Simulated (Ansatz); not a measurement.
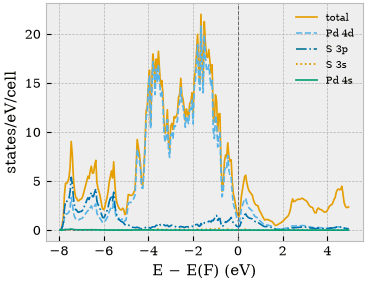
Total and projected density of states of Pd3S in space group Cmcm (No. 63; Pd on 8g, Pd on 4b, S on 4c), DFT-r²SCAN in the program Ansatz with PAW potentials

**Question.** Which orbitals carry the states next to the Fermi level?

**Answer.** Within 0.5 eV of the Fermi level: Pd 4d 70 %, S 3p 21 %, outside the projected shells 8 %. Projections are on Löwdin-orthogonalised atomic valence shells; empty p or d shells of many metals are not among them.

**Question.** Where is the tallest occupied peak in this window, and what makes it?

**Answer.** Near -1.6 eV, about 22 states/eV per cell; the largest projected share is Pd 4d.

The workflow started from a Materials Project entry (that database holds measured and hypothetical structures alike); the Crystallography Open Database copy checked does not list it. Whether it is the stable phase at ambient conditions was not checked. The cell was relaxed with r²SCAN under the symmetry of its start; its stability against distortions is not shown here. No spin polarisation was allowed. Spin–orbit coupling is left out wherever it is not named.

Potentials: the later of the program's two PAW sets.
